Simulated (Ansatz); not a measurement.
# CH4BN: single points with varied inputs

How do the results and run time of CH4BN respond when the settings are drawn wide?

Method: the settings change from run to run; program: Ansatz 0.2.0, Gaussian basis.

1 further run of the same task is left out (it didn't finish). Runs told in other sessions of the task aren't counted.

## Step 1: The geometry

The structure was relaxed beforehand with PBE0-D4 in a triple-zeta def2 set.

SMILES `BC=N`, 7 atoms, charge 0, spin multiplicity 1.

Atoms are counted from 1 here; the program's logs count them from 0.

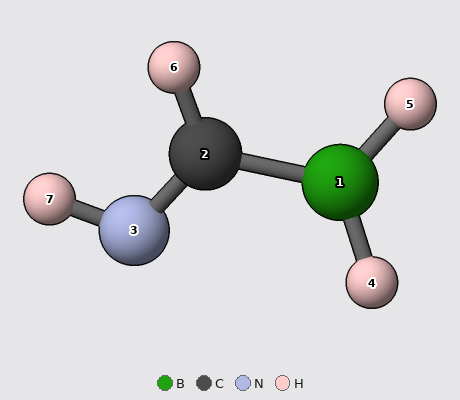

The geometry (boron green, carbon dark grey, nitrogen light blue, hydrogen pink); atoms are numbered from 1 in the order of the file.

## Step 2: PBE/pcseg-2

Options: the search for lower states set to off.

Contents of in.yaml:

```yaml
crystal:
  periodic: [false, false, false]
  atoms:
    - {symbol: B, position_ang: [-0.874145, 0.336474, -0.625161]}
    - {symbol: C, position_ang: [0.408031, 0.096867, 0.233028]}
    - {symbol: N, position_ang: [0.786145, -1.109671, 0.413264]}
    - {symbol: H, position_ang: [-1.158407, -0.441773, -1.482160]}
    - {symbol: H, position_ang: [-1.577119, 1.278312, -0.399509]}
    - {symbol: H, position_ang: [0.912704, 0.933627, 0.738477]}
    - {symbol: H, position_ang: [1.564092, -1.161736, 1.076261]}
basis:
  gaussian: {orbitals: pcseg-2}
hamiltonian: {xc: {name: PBE}}
scf: {lower_state_search: off}
```

The run is started by

```sh
$ ansatz run in.yaml --threads 2 --pin off --events-out ev --progress --plain --max-ram 4352MiB
```

What it wrote:

```text
Functional definition: PBE
  name "PBE"
  cite "Perdew, Burke & Ernzerhof, Phys. Rev. Lett. 77, 3865 (1996) doi:10.1103/PhysRevLett.77.3865"
  parent pbe
  parameter kappa = 0.804
  parameter beta = 0.06672455060314922
  exchange = pbe_x(kappa = kappa, mu = beta*pi^2/3)
  correlation = pbe_c(beta = beta)
these checks for a lower state are left out or cut short: stability, starts, cluster_reference, orbital_swaps, neighbouring_geometries, increment
698 factors; their error is unknown
mean field evaluation 1: about -3256.2524 eV, gradient 5.6e1 eV
mean field evaluation 2: about -3236.9439 eV, gradient 1.0e2 eV
mean field evaluation 4: about -3263.1744 eV, gradient 1.3e1 eV
mean field evaluation 8: about -3263.4799 eV, gradient 5.4e-1 eV
mean field evaluation 16: about -3263.4803 eV, gradient 1.6e-5 eV
mean field -3263.48027820 eV, -119.9306881574 hartree, gradient 1.1e-6 eV, S^2 0.000000; 0 other end points of the search recorded, 0 dependent functions left out
reference -3263.48032693 eV, -119.9306899483 hartree; 11, 11 occupied and 135, 135 virtual orbitals, 698 factors
Total energy: -3263.48032693 eV, -119.9306899483 hartree
Checks for a lower state left out: stability, starts, cluster_reference, orbital_swaps, neighbouring_geometries, increment
```

Wall time 0.65 s (2 threads of Arm Neoverse V1, shared host).

## Step 3: revPBE0/def2-mTZVPP

Set apart from the defaults: atoms shaken by 0.15 Å, relativity set to scalar.

Contents of in.yaml:

```yaml
crystal:
  periodic: [false, false, false]
  atoms:
    - {symbol: B, position_ang: [-0.650021, 0.254461, -0.802782]}
    - {symbol: C, position_ang: [0.483613, -0.135116, 0.060982]}
    - {symbol: N, position_ang: [0.711619, -1.191547, 0.680483]}
    - {symbol: H, position_ang: [-1.289678, -0.381938, -1.231386]}
    - {symbol: H, position_ang: [-1.472088, 1.445730, -0.288204]}
    - {symbol: H, position_ang: [0.561045, 0.981935, 0.951762]}
    - {symbol: H, position_ang: [1.421467, -1.040525, 1.092630]}
basis:
  gaussian: {orbitals: def2-mTZVPP}
hamiltonian: {xc: {name: revPBE0}, pseudopotentials: {relativity: scalar}}
output: {forces: true}
```

Same command.

What it wrote, shortened:

```text
Functional definition: revPBE0
  name "revPBE0"
  cite "Zhang & Yang, Phys. Rev. Lett. 80, 890 (1998) doi:10.1103/PhysRevLett.80.890"
  cite "Adamo & Barone, J. Chem. Phys. 110, 6158 (1999) doi:10.1063/1.478522"
  cite "Perdew, Burke & Ernzerhof, Phys. Rev. Lett. 77, 3865 (1996) doi:10.1103/PhysRevLett.77.3865"
[...]
761 factors; integrals over basis functions are off by at most 1.1e-3 eV
[...]
mean field -3262.62084487 eV, -119.8991045651 hartree, gradient 3.8e-5 eV, S^2 0.000000; 0 other end points of the search recorded, 0 dependent functions left out
[...]
reference -3262.62087961 eV, -119.8991058419 hartree; 11, 11 occupied and 71, 71 virtual orbitals, 761 factors
Total energy: -3262.62087961 eV, -119.8991058419 hartree
Relativity: scalar
Atom 0 at    -0.650021     0.254461    -0.802782 Å, force    -0.601602     6.694289     4.555800 eV/Å
Atom 1 at     0.483613    -0.135116     0.060982 Å, force    -0.196264     5.099801     3.976911 eV/Å
Atom 2 at     0.711619    -1.191547     0.680483 Å, force   -10.371061    -4.450143    -9.059263 eV/Å
Atom 3 at    -1.289678    -0.381938    -1.231386 Å, force    -4.329307    -4.906381    -4.602989 eV/Å
Atom 4 at    -1.472088     1.445730    -0.288204 Å, force     2.272253    -2.310245    -1.492548 eV/Å
Atom 5 at     0.561045     0.981935     0.951762 Å, force     1.517499    -2.302472    -2.632865 eV/Å
Atom 6 at     1.421467    -1.040525     1.092630 Å, force    11.708483     2.175151     9.254954 eV/Å
Dipole moment:     0.211197     0.147290    -0.066055 e Å
```

It took 1.1 s on 2 threads of Arm Neoverse V1, shared host.

Largest force 15.082 eV/Å, dipole 1.28 D.

## Step 4: B3LYP/x2c-TZVPPall

This run has unrestricted orbitals, D3(BJ) dispersion, the search for lower states set to off.

Contents of in.yaml:

```yaml
crystal:
  periodic: [false, false, false]
  atoms:
    - {symbol: B, position_ang: [-0.874145, 0.336474, -0.625161]}
    - {symbol: C, position_ang: [0.408031, 0.096867, 0.233028]}
    - {symbol: N, position_ang: [0.786145, -1.109671, 0.413264]}
    - {symbol: H, position_ang: [-1.158407, -0.441773, -1.482160]}
    - {symbol: H, position_ang: [-1.577119, 1.278312, -0.399509]}
    - {symbol: H, position_ang: [0.912704, 0.933627, 0.738477]}
    - {symbol: H, position_ang: [1.564092, -1.161736, 1.076261]}
basis:
  gaussian: {orbitals: x2c-TZVPPall}
magnetization: {spin_polarized: true, initial_magnetization: 0}
hamiltonian: {xc: {name: B3LYP}, dispersion: d3bj}
scf: {lower_state_search: off}
output: {forces: true}
```

Same command.

What it wrote, shortened:

```text
Functional definition: B3LYP
  name "B3LYP"
  cite "Stephens, Devlin, Chabalowski & Frisch, J. Phys. Chem. 98, 11623 (1994) doi:10.1021/j100096a001"
  cite "Becke, Phys. Rev. A 38, 3098 (1988) doi:10.1103/PhysRevA.38.3098"
  cite "Lee, Yang & Parr, Phys. Rev. B 37, 785 (1988) doi:10.1103/PhysRevB.37.785"
  cite "Vosko, Wilk & Nusair, Can. J. Phys. 58, 1200 (1980) doi:10.1139/p80-159"
[...]
741 factors; their error is unknown
[...]
mean field -3269.77961628 eV, -120.1621845621 hartree, gradient 5.1e-6 eV, S^2 0.000000; 0 other end points of the search recorded, 0 dependent functions left out
[...]
reference -3269.77984598 eV, -120.1621930033 hartree; 11, 11 occupied and 138, 138 virtual orbitals, 741 factors
Total energy: -3269.93938898 eV, -120.1680561003 hartree
Relativity: scalar
Atom 0 at    -0.874145     0.336474    -0.625161 Å, force    -0.104029     0.032110    -0.070741 eV/Å
Atom 1 at     0.408031     0.096867     0.233028 Å, force    -0.090929     0.214067    -0.038104 eV/Å
Atom 2 at     0.786145    -1.109671     0.413264 Å, force     0.119034    -0.149129     0.068133 eV/Å
Atom 3 at    -1.158407    -0.441773    -1.482160 Å, force     0.025626     0.094980     0.100846 eV/Å
Atom 4 at    -1.577119     1.278312    -0.399509 Å, force     0.079591    -0.103831    -0.029923 eV/Å
Atom 5 at     0.912704     0.933627     0.738477 Å, force    -0.026911    -0.052722    -0.027404 eV/Å
Atom 6 at     1.564092    -1.161736     1.076261 Å, force    -0.002383    -0.035474    -0.002807 eV/Å
Dipole moment:     0.189619     0.305198     0.179728 e Å
Checks for a lower state left out: stability, starts, cluster_reference, orbital_swaps, neighbouring_geometries, increment
```

It took 2 s on 2 threads of Arm Neoverse V1, shared host.

Largest force 0.236 eV/Å, dipole 1.93 D, ⟨S²⟩ 0.000.

## Step 5: B3LYP5/def2-SVPD

This run has high accuracy.

in.yaml: that of step 4 with these lines changed.

```diff
@@ -11,6 +11,4 @@
 basis:
-  gaussian: {orbitals: x2c-TZVPPall}
-magnetization: {spin_polarized: true, initial_magnetization: 0}
-hamiltonian: {xc: {name: B3LYP}, dispersion: d3bj}
-scf: {lower_state_search: off}
-output: {forces: true}
+  gaussian: {orbitals: def2-SVPD}
+hamiltonian: {xc: {name: B3LYP5}}
+accuracy: high
```

The command is unchanged.

What it wrote, shortened:

```text
Functional definition: B3LYP5
  name "B3LYP5"
  cite "Stephens, Devlin, Chabalowski & Frisch, J. Phys. Chem. 98, 11623 (1994) doi:10.1021/j100096a001"
  cite "Becke, Phys. Rev. A 38, 3098 (1988) doi:10.1103/PhysRevA.38.3098"
  cite "Lee, Yang & Parr, Phys. Rev. B 37, 785 (1988) doi:10.1103/PhysRevB.37.785"
  cite "Vosko, Wilk & Nusair, Can. J. Phys. 58, 1200 (1980) doi:10.1139/p80-159"
[...]
1925 factors; integrals over basis functions are off by at most 3.1e-9 eV
[...]
mean field -3262.60455374 eV, -119.8985058773 hartree, gradient 3.7e-8 eV, S^2 0.000000; 0 other end points of the search recorded, 0 dependent functions left out
reference -3262.60459408 eV, -119.8985073595 hartree; 11, 11 occupied and 81, 81 virtual orbitals, 1925 factors
Total energy: -3262.60459408 eV, -119.8985073595 hartree
```

Wall time 2.8 s (2 threads of Arm Neoverse V1, shared host); peak memory 0.25 GiB.

## Step 6: revPBE0/x2c-TZVPPall

Set apart from the defaults: charge +1, multiplicity 2, a grid of angular degree 11, finite nuclei, a point charge of 1.00 e beside it, D3(BJ) with three-body dispersion, the search for lower states set to off.

in.yaml: that of step 5 with these lines changed.

```diff
@@ -11,4 +11,6 @@
 basis:
-  gaussian: {orbitals: def2-SVPD}
-hamiltonian: {xc: {name: B3LYP5}}
-accuracy: high
+  gaussian: {orbitals: x2c-TZVPPall, final_grid: {core_spheres: 5, valence_spheres: 4, degree: 11}, nuclear_model: gaussian, point_charges: [{charge: 1.00, position_ang: [4.239, -0.136, -0.835]}]}
+total_charge: 1
+magnetization: {spin_polarized: true, initial_magnetization: 1}
+hamiltonian: {xc: {name: revPBE0}, dispersion: d3bjatm}
+scf: {lower_state_search: off}
```

The command is unchanged.

What it wrote, shortened:

```text
Functional definition: revPBE0
  name "revPBE0"
  cite "Zhang & Yang, Phys. Rev. Lett. 80, 890 (1998) doi:10.1103/PhysRevLett.80.890"
  cite "Adamo & Barone, J. Chem. Phys. 110, 6158 (1999) doi:10.1063/1.478522"
  cite "Perdew, Burke & Ernzerhof, Phys. Rev. Lett. 77, 3865 (1996) doi:10.1103/PhysRevLett.77.3865"
[...]
741 factors; their error is unknown
[...]
mean field -3254.38463988 eV, -119.5964296143 hartree, gradient 6.4e-6 eV, S^2 0.762386; 0 other end points of the search recorded, 0 dependent functions left out
reference -3254.38466587 eV, -119.5964305697 hartree; 11, 10 occupied and 138, 139 virtual orbitals, 741 factors
Total energy: -3254.59623983 eV, -119.6042057691 hartree
Relativity: scalar
Checks for a lower state left out: stability, starts, cluster_reference, orbital_swaps, neighbouring_geometries, increment
```

Wall time 1.3 s (2 threads of Arm Neoverse V1, shared host).

⟨S²⟩ 0.762.

## Step 7: r2SCANh/6-31G

Options: a grid of angular degree 23, the search for lower states set to off.

in.yaml: that of step 6 with these lines changed.

```diff
@@ -11,6 +11,4 @@
 basis:
-  gaussian: {orbitals: x2c-TZVPPall, final_grid: {core_spheres: 5, valence_spheres: 4, degree: 11}, nuclear_model: gaussian, point_charges: [{charge: 1.00, position_ang: [4.239, -0.136, -0.835]}]}
-total_charge: 1
-magnetization: {spin_polarized: true, initial_magnetization: 1}
-hamiltonian: {xc: {name: revPBE0}, dispersion: d3bjatm}
+  gaussian: {orbitals: 6-31G, final_grid: {core_spheres: 8, valence_spheres: 7, degree: 23}}
+hamiltonian: {xc: {name: r2SCANh}}
 scf: {lower_state_search: off}
```

The command is unchanged.

What it wrote, shortened:

```text
Functional definition: r2SCANh
  name "r2SCANh"
  cite "Bursch, Neugebauer, Ehlert & Grimme, J. Chem. Phys. 156, 134105 (2022) doi:10.1063/5.0086040"
  cite "Furness, Kaplan, Ning, Perdew & Sun, J. Phys. Chem. Lett. 11, 8208 (2020) doi:10.1021/acs.jpclett.0c02405"
  cite "Furness, Kaplan, Ning, Perdew & Sun, J. Phys. Chem. Lett. 11, 9248 (2020) doi:10.1021/acs.jpclett.0c03077"
  parent r2scan
[...]
513 factors; integrals over basis functions are off by at most 2.3e-4 eV
[...]
mean field -3263.25372155 eV, -119.9223623543 hartree, gradient 4.8e-6 eV, S^2 0.000000; 0 other end points of the search recorded, 0 dependent functions left out
reference -3263.25372609 eV, -119.9223625209 hartree; 11, 11 occupied and 24, 24 virtual orbitals, 513 factors
Total energy: -3263.25372609 eV, -119.9223625209 hartree
Checks for a lower state left out: stability, starts, cluster_reference, orbital_swaps, neighbouring_geometries, increment
```

It took 0.5 s on 2 threads of Arm Neoverse V1, shared host.

## Step 8: r2SCANh/def2-mTZVP

Set apart from the defaults: unrestricted orbitals, finite nuclei, D3(BJ) with three-body dispersion.

in.yaml: that of step 7 with these lines changed.

```diff
@@ -11,4 +11,4 @@
 basis:
-  gaussian: {orbitals: 6-31G, final_grid: {core_spheres: 8, valence_spheres: 7, degree: 23}}
-hamiltonian: {xc: {name: r2SCANh}}
-scf: {lower_state_search: off}
+  gaussian: {orbitals: def2-mTZVP, nuclear_model: gaussian}
+magnetization: {spin_polarized: true, initial_magnetization: 0}
+hamiltonian: {xc: {name: r2SCANh}, dispersion: d3bjatm}
```

Same command.

What it wrote, shortened:

```text
Functional definition: r2SCANh
  name "r2SCANh"
  cite "Bursch, Neugebauer, Ehlert & Grimme, J. Chem. Phys. 156, 134105 (2022) doi:10.1063/5.0086040"
  cite "Furness, Kaplan, Ning, Perdew & Sun, J. Phys. Chem. Lett. 11, 8208 (2020) doi:10.1021/acs.jpclett.0c02405"
  cite "Furness, Kaplan, Ning, Perdew & Sun, J. Phys. Chem. Lett. 11, 9248 (2020) doi:10.1021/acs.jpclett.0c03077"
  parent r2scan
[...]
672 factors; their error is unknown
[...]
mean field -3265.34988797 eV, -119.9993950491 hartree, gradient 3.2e-6 eV, S^2 0.000000; 0 other end points of the search recorded, 0 dependent functions left out
reference -3265.34989979 eV, -119.9993954837 hartree; 11, 11 occupied and 58, 58 virtual orbitals, 672 factors
Total energy: -3265.37483025 eV, -120.0003116611 hartree
```

Wall time 2.1 s (2 threads of Arm Neoverse V1, shared host).

⟨S²⟩ 0.000.

## Step 9: SVWN5/def2-mTZVPP

This run has coordinates scaled by 0.96.

Contents of in.yaml:

```yaml
crystal:
  periodic: [false, false, false]
  atoms:
    - {symbol: B, position_ang: [-0.839179, 0.323015, -0.600155]}
    - {symbol: C, position_ang: [0.391710, 0.092992, 0.223707]}
    - {symbol: N, position_ang: [0.754700, -1.065284, 0.396734]}
    - {symbol: H, position_ang: [-1.112071, -0.424102, -1.422873]}
    - {symbol: H, position_ang: [-1.514034, 1.227180, -0.383528]}
    - {symbol: H, position_ang: [0.876195, 0.896282, 0.708938]}
    - {symbol: H, position_ang: [1.501529, -1.115266, 1.033210]}
basis:
  gaussian: {orbitals: def2-mTZVPP}
hamiltonian: {xc: {name: SVWN5}}
output: {forces: true}
```

Launched as before.

What it wrote, shortened:

```text
Functional definition: SVWN5
  name "SVWN5"
  cite "Dirac, Proc. Camb. Phil. Soc. 26, 376 (1930) doi:10.1017/S0305004100016108"
  cite "Slater, Phys. Rev. 81, 385 (1951) doi:10.1103/PhysRev.81.385"
  cite "Vosko, Wilk & Nusair, Can. J. Phys. 58, 1200 (1980) doi:10.1139/p80-159"
[...]
744 factors; their error is unknown
[...]
mean field -3236.92652117 eV, -118.9548555855 hartree, gradient 3.7e-5 eV, S^2 0.000000; 0 other end points of the search recorded, 0 dependent functions left out
[...]
reference -3236.92655647 eV, -118.9548568826 hartree; 11, 11 occupied and 71, 71 virtual orbitals, 744 factors
Total energy: -3236.92655647 eV, -118.9548568826 hartree
Atom 0 at    -0.839179     0.323015    -0.600155 Å, force    -0.059021     0.154279    -0.007059 eV/Å
Atom 1 at     0.391710     0.092992     0.223707 Å, force    -1.137187     2.423597    -0.979529 eV/Å
Atom 2 at     0.754700    -1.065284     0.396734 Å, force    -0.302299    -3.914577    -0.755826 eV/Å
Atom 3 at    -1.112071    -0.424102    -1.422873 Å, force    -0.355101    -1.004309    -1.107356 eV/Å
Atom 4 at    -1.514034     1.227180    -0.383528 Å, force    -0.933401     1.152218     0.290334 eV/Å
Atom 5 at     0.876195     0.896282     0.708938 Å, force     0.960907     1.592583     0.950614 eV/Å
Atom 6 at     1.501529    -1.115266     1.033210 Å, force     1.826102    -0.403791     1.608824 eV/Å
Dipole moment:     0.215059     0.287461     0.195727 e Å
```

Wall time 0.56 s (2 threads of Arm Neoverse V1, shared host).

Largest force 3.998 eV/Å, dipole 1.96 D.

## Step 10: CAM-B3LYP/6-31G*

This run has unrestricted orbitals, relativity set to scalar.

Contents of in.yaml:

```yaml
crystal:
  periodic: [false, false, false]
  atoms:
    - {symbol: B, position_ang: [-0.874145, 0.336474, -0.625161]}
    - {symbol: C, position_ang: [0.408031, 0.096867, 0.233028]}
    - {symbol: N, position_ang: [0.786145, -1.109671, 0.413264]}
    - {symbol: H, position_ang: [-1.158407, -0.441773, -1.482160]}
    - {symbol: H, position_ang: [-1.577119, 1.278312, -0.399509]}
    - {symbol: H, position_ang: [0.912704, 0.933627, 0.738477]}
    - {symbol: H, position_ang: [1.564092, -1.161736, 1.076261]}
basis:
  gaussian: {orbitals: "6-31G*"}
magnetization: {spin_polarized: true, initial_magnetization: 0}
hamiltonian: {xc: {name: CAM-B3LYP}, pseudopotentials: {relativity: scalar}}
output: {forces: true}
```

Same command.

What it wrote, shortened:

```text
Functional definition: CAM-B3LYP
  name "CAM-B3LYP"
  cite "Yanai, Tew & Handy, Chem. Phys. Lett. 393, 51 (2004) doi:10.1016/j.cplett.2004.06.011"
  cite "Iikura, Tsuneda, Yanai & Hirao, J. Chem. Phys. 115, 3540 (2001) doi:10.1063/1.1383587"
  cite "Becke, Phys. Rev. A 38, 3098 (1988) doi:10.1103/PhysRevA.38.3098"
  cite "Lee, Yang & Parr, Phys. Rev. B 37, 785 (1988) doi:10.1103/PhysRevB.37.785"
  cite "Vosko, Wilk & Nusair, Can. J. Phys. 58, 1200 (1980) doi:10.1139/p80-159"
[...]
  # Exact exchange under (alpha + beta erf(omega r))/r, Becke's under what is left of 1/r.
[...]
549 factors; integrals over basis functions are off by at most 1.0e-3 eV
192 factors; integrals over basis functions are off by at most 7.7e-6 eV
[...]
mean field -3266.10612035 eV, -120.0271860767 hartree, gradient 2.6e-5 eV, S^2 0.000000; 0 other end points of the search recorded, 0 dependent functions left out
[...]
reference -3266.10621004 eV, -120.0271893728 hartree; 11, 11 occupied and 42, 42 virtual orbitals, 549 factors
Total energy: -3266.10621004 eV, -120.0271893728 hartree
Relativity: scalar
Atom 0 at    -0.874145     0.336474    -0.625161 Å, force    -0.042745     0.003861    -0.029831 eV/Å
Atom 1 at     0.408031     0.096867     0.233028 Å, force     0.011832     0.199838     0.035949 eV/Å
Atom 2 at     0.786145    -1.109671     0.413264 Å, force    -0.073863    -0.258448    -0.109067 eV/Å
Atom 3 at    -1.158407    -0.441773    -1.482160 Å, force    -0.017015     0.017198     0.025873 eV/Å
Atom 4 at    -1.577119     1.278312    -0.399509 Å, force     0.018247    -0.018701    -0.030790 eV/Å
Atom 5 at     0.912704     0.933627     0.738477 Å, force    -0.014756     0.037136     0.013813 eV/Å
Atom 6 at     1.564092    -1.161736     1.076261 Å, force     0.118299     0.019116     0.094053 eV/Å
Dipole moment:     0.198426     0.298464     0.191419 e Å
```

Wall time 1.4 s (2 threads of Arm Neoverse V1, shared host).

Largest force 0.290 eV/Å, dipole 1.95 D, ⟨S²⟩ 0.000.

## Step 11: The runs in one table

```csv
level,charge,multiplicity,geometry,functions,energy (eV),time
PBE/pcseg-2,0,1,relaxed,146,-3263.480,0.65 s
revPBE0/def2-mTZVPP,0,1,shaken,82,-3262.621,1.1 s
B3LYP/x2c-TZVPPall,0,1,relaxed,149,-3269.939,2 s
B3LYP5/def2-SVPD,0,1,relaxed,92,-3262.605,2.8 s
revPBE0/x2c-TZVPPall,1,2,"relaxed, point charge",149,-3254.596,1.3 s
r2SCANh/6-31G,0,1,relaxed,35,-3263.254,0.5 s
r2SCANh/def2-mTZVP,0,1,relaxed,69,-3265.375,2.1 s
SVWN5/def2-mTZVPP,0,1,scaled,82,-3236.927,0.56 s
CAM-B3LYP/6-31G*,0,1,relaxed,53,-3266.106,1.4 s
```

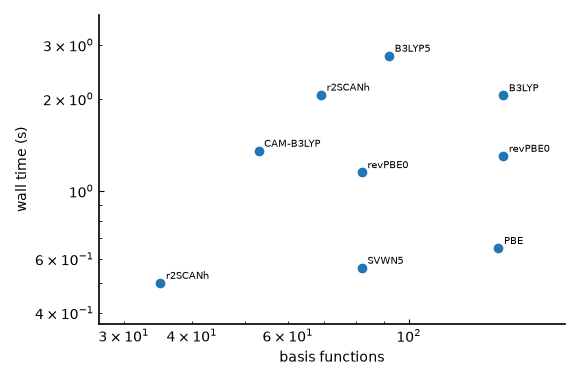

Wall time against the number of basis functions (shared host).

## Step 12: Summary of results

| quantity | value |
| --- | --- |
| runs | 9 |
| quickest | r2SCANh/6-31G, 0.5 s |
| slowest | B3LYP5/def2-SVPD, 2.8 s |
| spread of total energies, same state and geometry | 7.3 eV |
| dipole, same state and geometry | 1.93 to 1.95 D |

In words: Run time spans a factor of 6, from r2SCANh/6-31G to B3LYP5/def2-SVPD. The jobs differ in tasks and options as well as level. The totals spread over 7 eV; they can't be compared across methods or bases. At the PBE0-D4/def2-TZVP geometry and in the same state, the sound runs without point charges leave forces up to 0.29 eV/Å (CAM-B3LYP/6-31G*), against 15.1 eV/Å where the atoms were moved.
